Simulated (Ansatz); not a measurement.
# Amorphous SiO: valence band and core levels, part 4 of 7

How wide do site differences make the core lines of amorphous SiO?

Ansatz 0.2.0; DFT, LDA, plane-wave PAW, scalar-relativistic; PAW set soft_1.

So far. Step 4 (Dynamics at 1870 K): Beyond half the shortest lattice vector, 4.0 Å, g(r) counts periodic images.

**5. Dynamics at 300 K**

A short run with the thermostat set to 300 K, starting from rest and too brief to equilibrate, lets it settle further; the cutoff and mesh are cut down, since only a plausible structure is wanted.

Input file input.yaml:

```yaml
crystal:
  lattice:
    - [7.9933902033, 0.0, 0.0]
    - [0.0, 7.9933902033, 0.0]
    - [0.0, 0.0, 7.9933902033]
  atoms:
    - { symbol: Si, position: [0.1256875625, 0.9225611136, 0.9013424783] }
    - { symbol: Si, position: [0.5521885253, 0.0961056821, 0.4398257213] }
    - { symbol: Si, position: [0.518966115, 0.2723413051, 0.675499747] }
    - { symbol: Si, position: [0.0004789116, 0.5776013058, -0.1651518624] }
    - { symbol: Si, position: [0.6242095849, 0.6124080964, 0.740349661] }
    - { symbol: Si, position: [0.8430067739, 0.3106213692, -0.5001991422] }
    - { symbol: Si, position: [1.0922948069, 1.0233398615, 0.1883681406] }
    - { symbol: Si, position: [1.2130643164, 0.2620735073, 0.3244401705] }
    - { symbol: Si, position: [0.5209936807, 0.9108235841, 0.7692795285] }
    - { symbol: Si, position: [0.7860578952, 1.0250820339, 0.1477357349] }
    - { symbol: Si, position: [0.3442092856, 0.8823483373, 0.1287078621] }
    - { symbol: Si, position: [0.6498394348, 0.6776759744, 1.1224770594] }
    - { symbol: Si, position: [0.566273767, 0.204119946, 0.0733800373] }
    - { symbol: Si, position: [1.2773067655, 0.978883241, 0.5802707327] }
    - { symbol: Si, position: [0.5677514245, 0.3752579462, 0.2839146255] }
    - { symbol: O, position: [1.2091868782, 1.0419885501, 0.752873609] }
    - { symbol: O, position: [1.2520644265, 1.1970722254, 0.509222041] }
    - { symbol: O, position: [0.4708520008, 0.729152004, 0.2154478613] }
    - { symbol: O, position: [0.713304963, 0.5131665255, 0.2530009411] }
    - { symbol: O, position: [1.0274054474, 0.3746555719, -0.5713883567] }
    - { symbol: O, position: [0.5509418131, 1.2914877633, -0.1178901804] }
    - { symbol: O, position: [1.3545734608, 0.4170777288, 0.2926880536] }
    - { symbol: O, position: [0.3053446372, 0.8089848359, 0.9237259838] }
    - { symbol: O, position: [0.4360771255, 1.0496813443, 0.1140804199] }
    - { symbol: O, position: [0.7063622069, 0.0082606177, 0.3335602262] }
    - { symbol: O, position: [0.6311238225, 0.5838563676, 0.948407786] }
    - { symbol: O, position: [0.8266085142, 0.5193624446, 0.6830054223] }
    - { symbol: O, position: [0.8097980724, 0.8037162285, 0.0979630255] }
    - { symbol: O, position: [0.518813509, 0.4808294198, 0.6364073864] }
    - { symbol: O, position: [0.9782525507, 0.7865015351, -0.1260921425] }
kpoints:
  mp_grid: { grid: [1, 1, 1] }
scf:
  occupations: { method: fermi_dirac, width: 0.1 }
  n_extra_bands: 21
hamiltonian:
  xc: lda
  pseudopotentials: { kind: paw, azcp: { folder: soft_1 }, xc_functional: pbe }
output:
  forces: true
basis:
  ecutwfc: 320
md:
  timestep: 1.5
  n_steps: 264
  ensemble: nvt_langevin
  temperature: 300
  seed: 0
```

Started as:

```console
> ansatz run input.yaml --threads 8 --pin off --max-ram 23552MiB --backend cpu --events-out ev --progress --plain --runs-dir out
```

Numbers of over 12 decimals in the logs are rounded to 6 here.

What it wrote:

```text
[...]
Crystal: 30 atoms, lattice volume = 510.732 Å³
Basis set: ecut = 320 eV, 6619 PW (Γ)
Bands: 96, of which v1, the nominal top of the filled ones, is band 75 counted from 1 (74 counted from 0)
Symmetry: 1 space group operations
k-points: 1
[...]
SCF iter   1: F=—  HF=-17468.614399 eV  |F-HF|=—  |Δ(HF+E_count)|=         —  Δρ=6.32e-2  dr2=3.38e1  ethr=3.10e-3  ⟨swp⟩=9.0  Hψ=549  notcnv=0  defer=1
[...]
SCF iter  14: F=-17458.733004 eV  HF=-17458.733004 eV  |F-HF|=2.83e-9  |Δ(HF+E_count)|=   1.28e-8  Δρ=1.84e-6  dr2=1.97e-8  ethr=2.00e-11  ⟨swp⟩=3.0  Hψ=402  notcnv=0
SCF 1 converged in 14 iterations: F = -17458.733004 eV  dr2 = 1.97e-8
[...]
md step     0: t =     0.00 fs  T =     0.0 K  F+E_penalty+E_count = -17458.73300405 eV  E_kin = 0.000000 eV  (14 SCF iters)
[...]
SCF iter   7: F=-17458.851973 eV  HF=-17458.851973 eV  |F-HF|=7.88e-9  |Δ(HF+E_count)|=   1.39e-8  Δρ=2.15e-6  dr2=2.61e-8  ethr=2.00e-11  ⟨swp⟩=5.0  Hψ=319  notcnv=0
SCF 2 converged in 7 iterations: F = -17458.851973 eV  dr2 = 2.61e-8
md step     1: t =     1.50 fs  T =    39.3 K  F+E_penalty+E_count = -17458.85197307 eV  E_kin = 0.152495 eV  (7 SCF iters)
[...]
SCF iter   8: F=-17459.171832 eV  HF=-17459.171832 eV  |F-HF|=9.02e-9  |Δ(HF+E_count)|=   3.75e-9  Δρ=1.73e-6  dr2=2.23e-8  ethr=2.00e-11  ⟨swp⟩=3.0  Hψ=413  notcnv=0
SCF 3 converged in 8 iterations: F = -17459.171832 eV  dr2 = 2.23e-8
[...]
md step     2: t =     3.00 fs  T =   121.1 K  F+E_penalty+E_count = -17459.17183247 eV  E_kin = 0.469562 eV  (8 SCF iters)
[... from here on, the SCF cycles and remarks between the steps are left out ...]
md step     3: t =     4.50 fs  T =   228.3 K  F+E_penalty+E_count = -17459.62137963 eV  E_kin = 0.885448 eV  (9 SCF iters)
md step     4: t =     6.00 fs  T =   345.8 K  F+E_penalty+E_count = -17460.12790008 eV  E_kin = 1.341050 eV  (9 SCF iters)
md step     5: t =     7.50 fs  T =   451.0 K  F+E_penalty+E_count = -17460.62359164 eV  E_kin = 1.748982 eV  (7 SCF iters)
md step     6: t =     9.00 fs  T =   551.5 K  F+E_penalty+E_count = -17461.06129604 eV  E_kin = 2.138486 eV  (7 SCF iters)
md step     7: t =    10.50 fs  T =   629.8 K  F+E_penalty+E_count = -17461.41074625 eV  E_kin = 2.442196 eV  (6 SCF iters)
md step     8: t =    12.00 fs  T =   710.3 K  F+E_penalty+E_count = -17461.65874142 eV  E_kin = 2.754440 eV  (7 SCF iters)
md step     9: t =    13.50 fs  T =   749.6 K  F+E_penalty+E_count = -17461.81014833 eV  E_kin = 2.906915 eV  (7 SCF iters)
md step    10: t =    15.00 fs  T =   747.2 K  F+E_penalty+E_count = -17461.88678911 eV  E_kin = 2.897574 eV  (10 SCF iters)
md step    11: t =    16.50 fs  T =   760.2 K  F+E_penalty+E_count = -17461.91676221 eV  E_kin = 2.948047 eV  (7 SCF iters)
md step    12: t =    18.00 fs  T =   750.0 K  F+E_penalty+E_count = -17461.92763658 eV  E_kin = 2.908514 eV  (7 SCF iters)
md step    13: t =    19.50 fs  T =   752.8 K  F+E_penalty+E_count = -17461.93963548 eV  E_kin = 2.919228 eV  (7 SCF iters)
md step    14: t =    21.00 fs  T =   755.2 K  F+E_penalty+E_count = -17461.95661091 eV  E_kin = 2.928505 eV  (7 SCF iters)
md step    15: t =    22.50 fs  T =   773.7 K  F+E_penalty+E_count = -17461.96727345 eV  E_kin = 3.000222 eV  (7 SCF iters)
md step    16: t =    24.00 fs  T =   747.8 K  F+E_penalty+E_count = -17461.96755464 eV  E_kin = 2.899638 eV  (7 SCF iters)
md step    17: t =    25.50 fs  T =   737.9 K  F+E_penalty+E_count = -17461.96244358 eV  E_kin = 2.861391 eV  (7 SCF iters)
md step    18: t =    27.00 fs  T =   721.2 K  F+E_penalty+E_count = -17461.96740304 eV  E_kin = 2.796695 eV  (6 SCF iters)
md step    19: t =    28.50 fs  T =   699.9 K  F+E_penalty+E_count = -17462.00605337 eV  E_kin = 2.713912 eV  (7 SCF iters)
md step    20: t =    30.00 fs  T =   707.3 K  F+E_penalty+E_count = -17462.08372376 eV  E_kin = 2.742718 eV  (10 SCF iters)
md step    21: t =    31.50 fs  T =   700.6 K  F+E_penalty+E_count = -17462.21312769 eV  E_kin = 2.716954 eV  (6 SCF iters)
md step    22: t =    33.00 fs  T =   736.8 K  F+E_penalty+E_count = -17462.38782313 eV  E_kin = 2.857092 eV  (7 SCF iters)
md step    23: t =    34.50 fs  T =   763.0 K  F+E_penalty+E_count = -17462.56240211 eV  E_kin = 2.958875 eV  (7 SCF iters)
md step    24: t =    36.00 fs  T =   757.8 K  F+E_penalty+E_count = -17462.70935699 eV  E_kin = 2.938555 eV  (7 SCF iters)
md step    25: t =    37.50 fs  T =   783.7 K  F+E_penalty+E_count = -17462.81699565 eV  E_kin = 3.038879 eV  (6 SCF iters)
md step    26: t =    39.00 fs  T =   808.9 K  F+E_penalty+E_count = -17462.87774535 eV  E_kin = 3.136670 eV  (6 SCF iters)
md step    27: t =    40.50 fs  T =   771.1 K  F+E_penalty+E_count = -17462.91303217 eV  E_kin = 2.990051 eV  (5 SCF iters)
md step    28: t =    42.00 fs  T =   801.1 K  F+E_penalty+E_count = -17462.95450722 eV  E_kin = 3.106695 eV  (6 SCF iters)
md step    29: t =    43.50 fs  T =   838.7 K  F+E_penalty+E_count = -17463.01687500 eV  E_kin = 3.252298 eV  (6 SCF iters)
md step    30: t =    45.00 fs  T =   819.7 K  F+E_penalty+E_count = -17463.10077703 eV  E_kin = 3.178675 eV  (9 SCF iters)
md step    31: t =    46.50 fs  T =   843.5 K  F+E_penalty+E_count = -17463.18360142 eV  E_kin = 3.270757 eV  (6 SCF iters)
md step    32: t =    48.00 fs  T =   841.8 K  F+E_penalty+E_count = -17463.23035691 eV  E_kin = 3.264437 eV  (6 SCF iters)
md step    33: t =    49.50 fs  T =   793.4 K  F+E_penalty+E_count = -17463.21350008 eV  E_kin = 3.076742 eV  (6 SCF iters)
md step    34: t =    51.00 fs  T =   772.8 K  F+E_penalty+E_count = -17463.12417315 eV  E_kin = 2.996909 eV  (6 SCF iters)
md step    35: t =    52.50 fs  T =   735.2 K  F+E_penalty+E_count = -17462.97306033 eV  E_kin = 2.851039 eV  (6 SCF iters)
md step    36: t =    54.00 fs  T =   687.1 K  F+E_penalty+E_count = -17462.79189080 eV  E_kin = 2.664272 eV  (6 SCF iters)
md step    37: t =    55.50 fs  T =   635.1 K  F+E_penalty+E_count = -17462.63307116 eV  E_kin = 2.462735 eV  (6 SCF iters)
md step    38: t =    57.00 fs  T =   621.1 K  F+E_penalty+E_count = -17462.55086264 eV  E_kin = 2.408664 eV  (6 SCF iters)
md step    39: t =    58.50 fs  T =   637.1 K  F+E_penalty+E_count = -17462.56797298 eV  E_kin = 2.470472 eV  (6 SCF iters)
[...]
md step    64: t =    96.00 fs  T =   683.9 K  F+E_penalty+E_count = -17464.06885995 eV  E_kin = 2.651926 eV  (7 SCF iters)
md step    65: t =    97.50 fs  T =   702.6 K  F+E_penalty+E_count = -17464.17863449 eV  E_kin = 2.724573 eV  (7 SCF iters)
md step    66: t =    99.00 fs  T =   722.4 K  F+E_penalty+E_count = -17464.25314271 eV  E_kin = 2.801213 eV  (6 SCF iters)
md step    67: t =   100.50 fs  T =   717.8 K  F+E_penalty+E_count = -17464.27697090 eV  E_kin = 2.783500 eV  (7 SCF iters)
md step    68: t =   102.00 fs  T =   717.6 K  F+E_penalty+E_count = -17464.26691011 eV  E_kin = 2.782671 eV  (7 SCF iters)
md step    69: t =   103.50 fs  T =   698.5 K  F+E_penalty+E_count = -17464.24649337 eV  E_kin = 2.708766 eV  (7 SCF iters)
md step    70: t =   105.00 fs  T =   668.4 K  F+E_penalty+E_count = -17464.23028171 eV  E_kin = 2.592042 eV  (10 SCF iters)
md step    71: t =   106.50 fs  T =   669.6 K  F+E_penalty+E_count = -17464.22851999 eV  E_kin = 2.596679 eV  (7 SCF iters)
md step    72: t =   108.00 fs  T =   664.8 K  F+E_penalty+E_count = -17464.24831444 eV  E_kin = 2.578016 eV  (7 SCF iters)
md step    73: t =   109.50 fs  T =   680.3 K  F+E_penalty+E_count = -17464.27915149 eV  E_kin = 2.638174 eV  (7 SCF iters)
md step    74: t =   111.00 fs  T =   664.0 K  F+E_penalty+E_count = -17464.30791370 eV  E_kin = 2.574779 eV  (7 SCF iters)
SCF iter   1: F=—  HF=-17464.328984 eV  |F-HF|=—  |Δ(HF+E_count)|=         —  Δρ=2.24e-4  dr2=2.07e-4  ethr=1.18e-6  ⟨swp⟩=5.0  Hψ=280  notcnv=0  defer=7
[...]
SCF iter   6: F=-17464.328901 eV  HF=-17464.328901 eV  |F-HF|=4.39e-9  |Δ(HF+E_count)|=   6.43e-9  Δρ=1.14e-6  dr2=7.01e-9  ethr=2.00e-11  ⟨swp⟩=5.0  Hψ=346  notcnv=0
SCF 76 converged in 6 iterations: F = -17464.328901 eV  dr2 = 7.01e-9
md step    75: t =   112.50 fs  T =   669.8 K  F+E_penalty+E_count = -17464.32890096 eV  E_kin = 2.597306 eV  (6 SCF iters)
SCF iter   1: F=—  HF=-17464.333592 eV  |F-HF|=—  |Δ(HF+E_count)|=         —  Δρ=2.03e-4  dr2=1.78e-4  ethr=1.38e-6  ⟨swp⟩=4.0  Hψ=266  notcnv=0  defer=7
[...]
SCF iter   5: F=—  HF=-17464.333538 eV  |F-HF|=—  |Δ(HF+E_count)|=   2.19e-5  Δρ=7.13e-6  dr2=3.05e-7  ethr=1.2
```

Elapsed: 2 min, on 8 threads of Intel Xeon 6975P-C (Granite Rapids), shared host; peak memory 0.48 GiB; 10 min of CPU time.

Rows from the run:

```csv
time (fs),T (K),potential (meV/atom)
0.0,0,0.0
27.0,721,-107.8
52.5,735,-141.3
79.5,811,-161.6
105.0,668,-183.2
132.0,619,-192.9
159.0,501,-193.5
184.5,486,-206.7
211.5,453,-215.8
237.0,374,-228.4
264.0,481,-250.9
291.0,586,-271.2
316.5,505,-280.2
343.5,420,-275.5
369.0,443,-282.5
396.0,408,-288.6
```

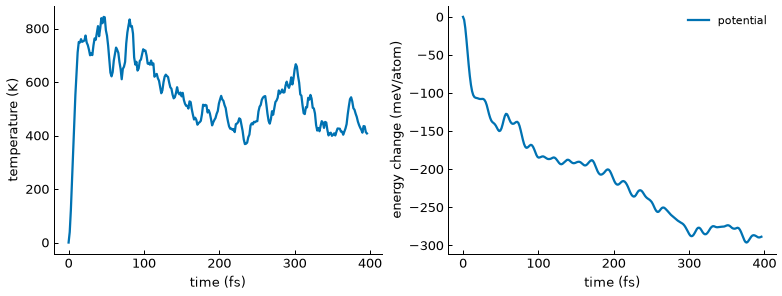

Temperature and energies against time.

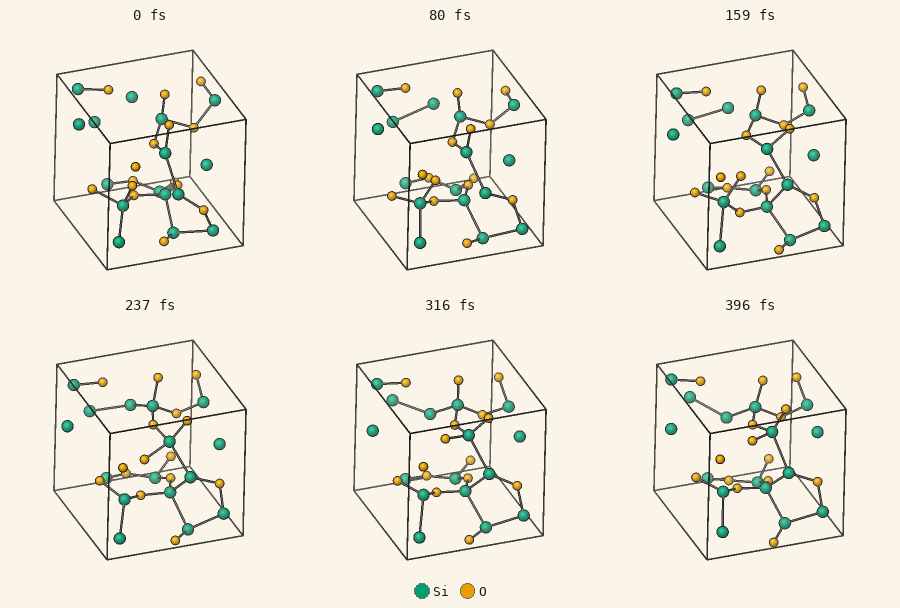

6 frames of the run. Bonds to atoms that aren't drawn are left out.

Mean square displacement at the end: Si 0.83 Å², O 0.92 Å².

Positions (Å) and forces (eV/Å) at 396.0 fs:

```xyz
30
Lattice="7.993 0.000 0.000 0.000 7.993 0.000 0.000 0.000 7.993" Properties=species:S:1:pos:R:3:forces:R:3 pbc="T T T"
Si    0.771    7.751    7.013   -0.332    0.341    0.218
Si    5.216    1.264    3.808    1.046   -0.336    1.016
Si    4.740    2.671    5.728    0.055    0.075   -0.597
Si    0.013    5.732   -2.858   -1.248   -0.570   -0.716
Si    4.906    5.621    5.650    1.565    1.865    0.945
Si    7.633    3.191   -3.119    0.034    0.179   -0.128
Si    8.987    8.266    1.421    0.294    0.655   -0.674
Si    9.655    1.992    2.896   -0.106    0.604    0.188
Si    3.925    7.362    4.221   -0.563   -0.485    0.318
Si    6.784    8.030    1.722   -0.828    0.188   -0.124
Si    2.866    7.306    0.605    0.819   -0.731   -1.478
Si    5.119    5.527    8.885   -0.658   -0.657    0.641
Si    5.159    1.522    0.498    0.240   -2.752    0.328
Si   10.371    8.948    4.936    0.624   -0.535   -0.596
Si    4.468    2.715    2.215    0.156    1.664   -0.536
O     8.943    8.786    5.741   -0.137    0.514   -0.039
O    11.293    9.945    5.830   -1.278    0.315    0.501
O     3.578    5.940    1.085   -0.876    0.748    0.558
O     5.164    4.131    1.743    0.551    0.078    0.098
O     8.448    3.020   -4.522    0.143   -0.308    0.028
O     5.410   10.393   -0.801    0.516    0.940   -1.301
O    10.879    2.979    2.346   -1.527   -0.486    0.207
O     2.159    6.921    7.103    1.132   -0.298    0.882
O     4.055    8.345    0.133   -0.345   -0.021    0.819
O     6.740    0.794    3.220   -1.072   -0.250    0.249
O     5.284    5.551    7.299    0.278    0.038   -1.355
O     6.354    5.415    4.856    0.938   -0.209   -0.317
O     6.141    6.520    1.643    0.525    0.505    0.106
O     4.206    4.227    5.434   -0.392   -2.271   -0.338
O     7.701    6.624   -1.540    0.444    1.198    1.099
```

The pair distribution g(r) has structure finer than the step of the table below, so its rows give means over 0.25 Å, whole bins alone (the curve runs from 0.0350 to 5.56 Å). Peaks (Å: height): Si–Si 2.413: 2.77, 2.973: 1.75, 3.182: 1.85, 3.742: 1.89, 4.301: 1.50, 4.511: 1.49, 4.721: 1.77; Si–O 1.644: 21.3; O–O 2.553: 5.35, 3.182: 2.10, 3.602: 0.995, 4.441: 1.31, 4.721: 2.20, 4.861: 2.43, 5.141: 1.56.

From the last frames. Table of pair distribution g(r) by r; means over each step:

```csv
r (Å),Si–Si,Si–O,O–O
1.25,0,0,0
1.50,0,3.29,0
1.75,0,4.76,0
2.00,0,0,0
2.25,1.76,0.00708,0.0425
2.50,1.67,0.109,3.22
2.75,0.530,0.113,2.14
3.00,1.48,0.776,0.371
3.25,0.928,1.70,0.891
3.50,0.464,1.29,0.829
3.75,0.884,1.21,0.641
4.00,0.980,0.968,0.588
4.25,1.13,1.31,0.411
4.50,1.04,0.624,0.992
4.75,1.21,0.895,1.50
5.00,1.05,1.12,1.26
5.25,1.08,0.737,1.01
```

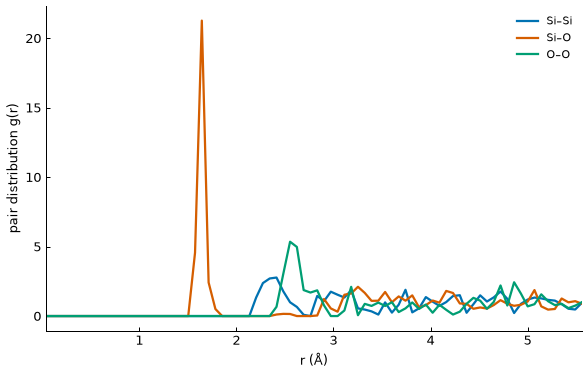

Pair distribution g(r), plotted against r.

Beyond half the shortest lattice vector, 4.0 Å, g(r) counts periodic images.

Numbers from this step:

```
free energy             : -17467.3919 eV
energy at zero smearing : -17467.3793 eV
smearing term TS        : 0.02523 eV
Fermi energy            : 4.312 eV
gap on the k-mesh       : 0.8909 eV
```

(Part 4 of 7 ends here.)

[Logs are printed without paths, hosts, clocks, repeated set-up lines and the standing remarks that a program may print on its own settings, such as how far it seeks lower states.]

[Hosts, paths, dates, database ids (printed as entryN), source tags and the programs' standing remarks are cut or masked in the printed files.]

[Maps of the electrostatic potential energy from Ansatz leave out the sawtooth potential of an applied field or a dipole correction, so their vacuum need not be flat; work functions include it.]
